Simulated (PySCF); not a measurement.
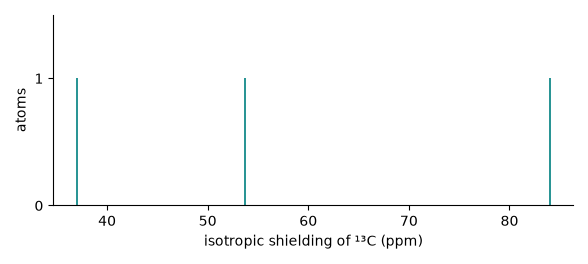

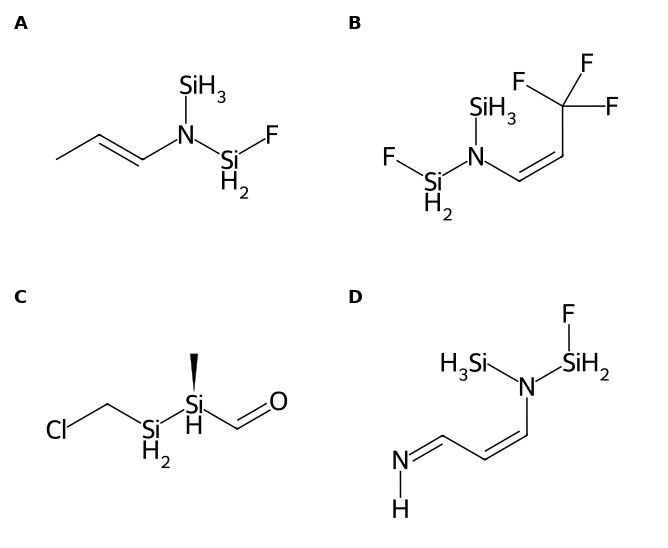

The sticks are computed shieldings of one of the molecules, for one fixed geometry (GFN2-xTB) without averaging over rotations. Low shielding means a high chemical shift. Method: GIAO PBE0/pcSseg-1 NMR shielding, non-relativistic, gas phase (PySCF 2.14.0).

Question: Match the spectrum to a structure.

Answer: B, `F[SiH2]N([SiH3])/C=C\C(F)(F)F`. Its 3 C atoms give lines at 37.0, 53.7, 84.0 ppm.

The geometry is semi-empirical. Around Si such bond lengths and angles can be off by a tenth of an ångström or more and by several degrees, and values that hang on the shape move with them.
